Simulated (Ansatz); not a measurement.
# Calculations on Si₂H₆O

**1. Relaxation**

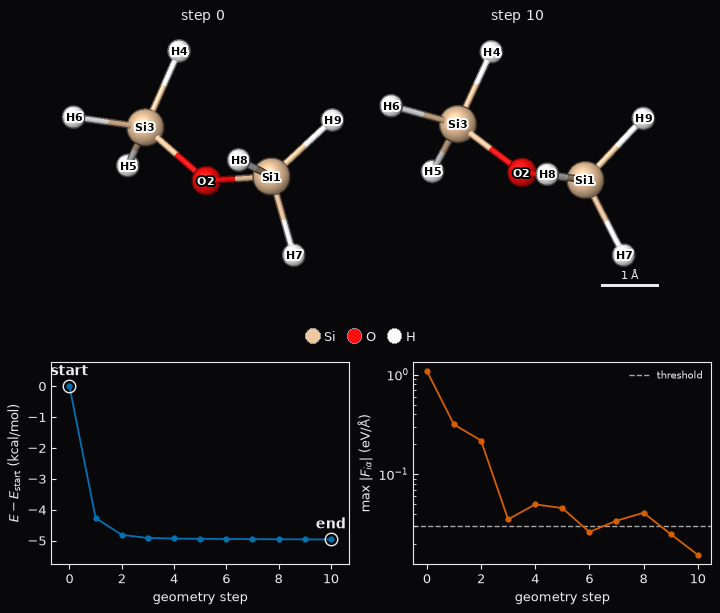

First and last geometry of a relaxation of Si$_{2}$H$_{6}$O, with the history of the run. A ball-and-stick model, seen from a free direction.

The run prepares an end point of a later path (reaction) calculation, from a guessed geometry.

These are results of Ansatz, RKS B3LYP-D4/def2-SVP, not measurements.

The input:
```yaml
crystal:
  periodic: [false, false, false]
  atoms:
    - { symbol: Si, position_ang: [0.339641, 0.042388, -0.190832] }
    - { symbol: O, position_ang: [0.435338, -0.167958, 1.4541] }
    - { symbol: Si, position_ang: [-0.500727, -0.464532, 2.794999] }
    - { symbol: H, position_ang: [-1.594171, -1.42562, 2.457912] }
    - { symbol: H, position_ang: [0.359664, -1.048268, 3.858177] }
    - { symbol: H, position_ang: [-1.111495, 0.800394, 3.298704] }
    - { symbol: H, position_ang: [1.784108, 0.090935, -0.337118] }
    - { symbol: H, position_ang: [-0.35708, 1.300829, -0.582511] }
    - { symbol: H, position_ang: [-0.313676, -1.108867, -0.877132] }
basis:
  gaussian: { orbitals: def2-SVP }
hamiltonian:
  xc: b3lyp
  dispersion: d4
relax:
  f_tol: 0.03
  max_steps: 50
```

Run as
```bash
ansatz run input.yaml --threads 1 --pin off --max-ram 2048MiB --backend cpu --events-out ev --progress --plain --runs-dir out
```

**What do the curves and the structures tell?**

It converged. H7 moves most after the best rigid fit: 0.29 Å. Largest moves by element: H 0.29 Å, O 0.15 Å, Si 0.08 Å. Among the contacts that change: Si1–H7 1.453 → 1.488 Å, O2–Si3 1.662 → 1.657 Å. Among the angles between lasting bonds that change: O2–Si1–H7 92.7° → 108.6°, Si1–O2–Si3 142.1° → 151.9°, H7–Si1–H9 114.5° → 109.3°. Over 10 geometry steps the energy falls by 4.96 kcal/mol. Largest force component: 1.1 eV/Å at the start, 0.016 eV/Å at the end.

```json
{"step": "0", "E − E(0), kcal/mol": "0.00", "largest force component, eV/Å": "1.0887"}
{"step": "1", "E − E(0), kcal/mol": "-4.27", "largest force component, eV/Å": "0.3159"}
{"step": "2", "E − E(0), kcal/mol": "-4.81", "largest force component, eV/Å": "0.2182"}
{"step": "3", "E − E(0), kcal/mol": "-4.91", "largest force component, eV/Å": "0.0353"}
{"step": "4", "E − E(0), kcal/mol": "-4.93", "largest force component, eV/Å": "0.0499"}
{"step": "5", "E − E(0), kcal/mol": "-4.94", "largest force component, eV/Å": "0.0458"}
{"step": "6", "E − E(0), kcal/mol": "-4.95", "largest force component, eV/Å": "0.0264"}
{"step": "7", "E − E(0), kcal/mol": "-4.95", "largest force component, eV/Å": "0.0342"}
{"step": "8", "E − E(0), kcal/mol": "-4.95", "largest force component, eV/Å": "0.0411"}
{"step": "9", "E − E(0), kcal/mol": "-4.96", "largest force component, eV/Å": "0.0251"}
{"step": "10", "E − E(0), kcal/mol": "-4.96", "largest force component, eV/Å": "0.0156"}
```

**2. Relaxation**

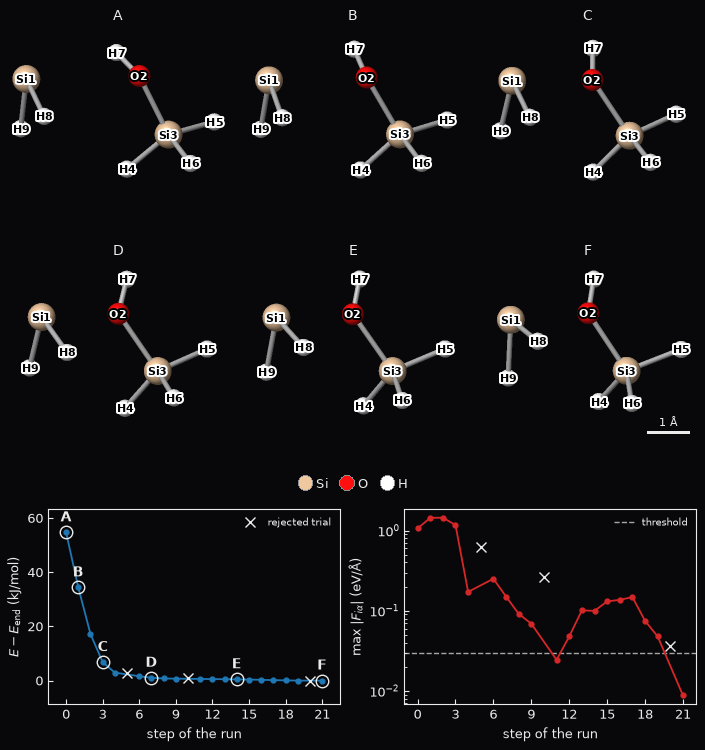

Frames of a relaxation of Si₂H₆O, marked on the history of the run. A ball-and-stick model, seen at a tilt.

The run prepares an end point of a later path (reaction) calculation, from a guessed geometry.

Method: Ansatz, RKS B3LYP-D4/def2-SVP. Settings: no spin polarisation; force threshold 0.03 eV/Å; at most 50 steps.

### Describe the path.

The energy falls by 54.7 kJ/mol in 18 accepted moves (21 points after the start). Largest force component: 1.1 eV/Å at the start, 0.0088 eV/Å at the end. The line search rejected the trial steps at points 5, 10, 20 of the run. The forces were under the threshold at step 11, but the run went on from there. H6 moves most after the best rigid fit: 0.71 Å. By element the largest moves are H 0.71 Å, O 0.54 Å, Si 0.41 Å. Among the contacts that change: Si1–O2 2.857 → 2.059 Å, Si1–Si3 3.955 → 3.307 Å, O2–Si3 1.690 → 1.722 Å, O2–H7 0.984 → 0.966 Å. Among the angles between lasting bonds that change: O2–Si3–H5 111.1° → 105.8°. Groups turn about O2–Si3 by about 40°. The run took 24 s on 1 thread of AMD EPYC 9R45 96-Core Processor (Zen 5), with other jobs on the host, peak memory 0.16 GiB. From step 0 to 1: Si and O atoms move most (0.19 Å), energy −20.3 kJ/mol. From step 1 to 3: H8 moves most (0.33 Å), energy −27.6 kJ/mol. From step 3 to 7: H8 moves most (0.19 Å), energy −5.78 kJ/mol. From step 7 to 14: H4 moves most (0.19 Å), energy −0.57 kJ/mol. From step 14 to 21: H9 moves most (0.23 Å), energy −0.46 kJ/mol.

```tsv
step	E − E(0), kJ/mol	largest force component, eV/Å	note
0	0.00	1.0642	
1	-20.31	1.4394	
2	-37.50	1.4507	
3	-47.88	1.1735	
4	-51.75	0.1720	
5	-51.74	0.6186	rejected
6	-53.07	0.2507	
7	-53.66	0.1505	
8	-53.90	0.0915	
9	-53.98	0.0690	
10	-53.86	0.2651	rejected
11	-54.09	0.0244	
12	-54.12	0.0478	
13	-54.17	0.1010	
14	-54.23	0.0997	
15	-54.31	0.1309	
16	-54.40	0.1368	
17	-54.51	0.1481	
18	-54.61	0.0748	
19	-54.68	0.0478	
20	-54.67	0.0364	rejected
21	-54.70	0.0088
```

Limits of the set-up: the start holds two separate molecules, 2.7 Å apart at their closest, whose relative position is a soft coordinate.

**3. Path**

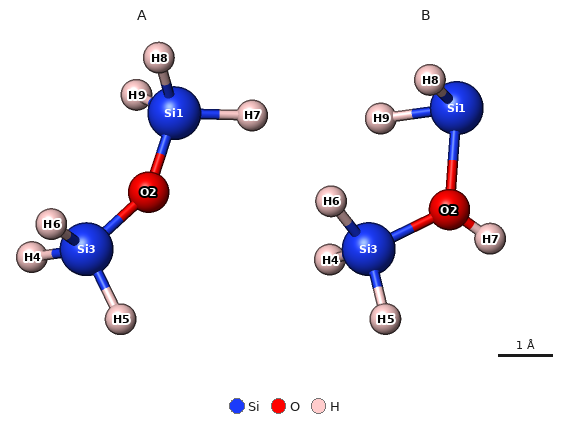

The two relaxed end points of a path for Si₂H₆O. A ball-and-stick model, seen from a free direction.

Computed with Ansatz, RKS B3LYP-D4/def2-SVP.

Set-up: 7 movable images; climbing image; force threshold 0.05 eV/Å; iteration limit 60.

Start:
```xyz
9

Si    0.4025    0.0546   -0.1811
O     0.3090   -0.2522    1.4447
Si   -0.5526   -0.4988    2.8388
H    -1.5291   -1.6133    2.6557
H     0.3985   -0.8507    3.9287
H    -1.2970    0.7401    3.2137
H     1.8290   -0.0250   -0.5977
H    -0.1270    1.4173   -0.4816
H    -0.3918   -0.9528   -0.9450
```

End:
```xyz
9

Si    0.1467    0.1383   -0.7484
O     0.7933   -0.2188    1.1732
Si   -0.3119   -0.5049    2.4626
H    -1.0393   -1.7746    2.2253
H     0.5214   -0.6098    3.6946
H    -1.2075    0.6692    2.4993
H     1.6819   -0.5968    1.2096
H    -0.3862    1.4989   -0.2864
H    -1.1568   -0.5820   -0.3535
```

What barrier does the band find between them, and by what path?

Answer. The highest point, image 5, lies 3.40 eV above the start and 0.89 eV above the end; the end is at +2.51 eV relative to the start. A hydrogen atom shifts from one atom to another. Breaking: Si1–H7 (1.49 → 1.66 at the top → 2.59 Å). Forming: O2–H7 (2.56 → 1.24 at the top → 0.97 Å). The band converged in 21 iterations. The largest component of the band force went from 4.9 to 0.041 eV/Å. The climbing image converged on the top of the path. Its vibrational analysis gives one imaginary mode (1504i cm⁻¹), as a transition state must have.

Energies of the converged images:

| image | path (Å) | E (eV) |
| --- | --- | --- |
| 0 | 0.00 | 0.000 |
| 1 | 0.70 | 0.005 |
| 2 | 1.40 | 0.011 |
| 3 | 2.10 | 0.035 |
| 4 | 2.80 | 1.124 |
| 5 | 3.50 | 3.400 |
| 6 | 4.11 | 2.673 |
| 7 | 4.72 | 2.531 |
| 8 | 5.34 | 2.508 |

The geometry at the top of the path:

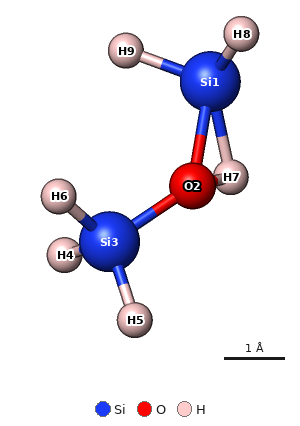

Cost: 2.7 min on 1 thread of AMD EPYC 9R45 96-Core Processor (Zen 5) (shared host), peak memory 0.17 GiB.
